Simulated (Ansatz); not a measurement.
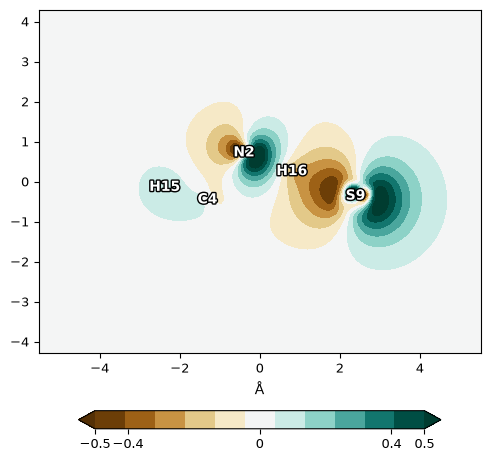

Figure. H₃SSi···C₂H₈N. The HOMO−1 on the plane of atoms C4, N2 and H16 (values in Å⁻³ᐟ²; the overall sign is arbitrary).

Method: RKS PBE/6-31G in Ansatz 0.2.0.

Input

```
crystal:
  periodic: [false, false, false]
  atoms:
    - { symbol: Si, position_ang: [-1.462526, 1.714887, -0.405381] }
    - { symbol: "N", position_ang: [0.672298, -0.475292, 0.271791] }
    - { symbol: C, position_ang: [0.327635, -1.01905, 1.57923] }
    - { symbol: C, position_ang: [0.698673, -1.427272, -0.832312] }
    - { symbol: H, position_ang: [-2.095845, 1.98199, -1.759298] }
    - { symbol: H, position_ang: [-2.176673, 2.551506, 0.631857] }
    - { symbol: H, position_ang: [-1.621385, 0.254453, -0.096471] }
    - { symbol: H, position_ang: [1.407801, 0.232568, 0.271197] }
    - { symbol: S, position_ang: [0.522877, 2.642432, -0.441045] }
    - { symbol: H, position_ang: [0.393561, -0.217337, 2.333843] }
    - { symbol: H, position_ang: [-0.716391, -1.390192, 1.569241] }
    - { symbol: H, position_ang: [0.976579, -1.860384, 1.921126] }
    - { symbol: H, position_ang: [-0.322793, -1.827649, -0.99535] }
    - { symbol: H, position_ang: [1.004787, -0.911965, -1.75915] }
    - { symbol: H, position_ang: [1.381091, -2.298658, -0.688845] }
    - { symbol: H, position_ang: [1.010209, 2.049962, -1.600333] }
basis:
  gaussian: { orbitals: "6-31G" }
hamiltonian:
  xc: pbe
relax:
  f_tol: 0.03
  max_steps: 50
output:
  orbitals: {}
```

Run with:

```sh
ansatz run input.yaml --threads 2 --pin off --max-ram 3072MiB --backend cpu --events-out ev --progress --plain --runs-dir out
```

The fields are those of the relaxed geometry.

Question: Describe this orbital and give its energy.

Answer: By Hirshfeld shares it lies mainly on S9 (about 65 %), N2 (about 15 %) and H16 (about 5 %). Its energy is −4.94 eV.
